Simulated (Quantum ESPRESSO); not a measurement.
# Dipole at the next field: honeycomb PN, 2 layers, AB stacking

How the rows were computed: Quantum ESPRESSO 7.5, vdW-DF-cx, GBRV ultrasoft, PBE files; sawtooth field along the normal with dipole correction, ions clamped, threshold 1e-9 Ry; cell area 6.380 Å².

```
field (V/Å)  dipole (e Å a cell)
          0              0.05559
        0.1              0.07674
        0.2              0.09783
```

To predict: What is the dipole at 0.4 V/Å, and what electrostatic thickness 4πα/A follows from the rows?

**Fit.** The slope is (0.09783 − (0.05559))/0.2 = 0.2112 e Å²/V, so 4πα/A = 180.95 × 0.2112/6.380 = 5.99 Å. Linear response gives p = 0.05559 + 0.2112 × (0.4) = 0.14007 e Å; a parabola through the three rows gives 0.13983.

**The withheld run.** p = 0.13980 e Å. The line misses by 0.3 % of the induced dipole and the parabola by 0.0 %. The response is linear over this range.

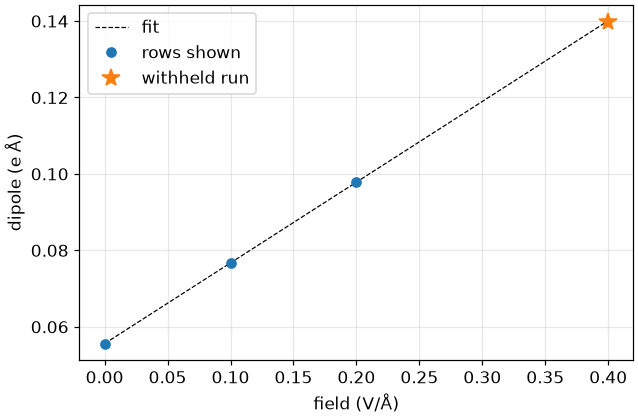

The rows shown, the fit and the withheld run.

Caveats: Electrons alone respond; local and semilocal functionals tend to overscreen.

[Logs are printed without paths, hosts, clocks, repeated set-up lines and the standing remarks that a program may print on its own settings, such as how far it seeks lower states.]
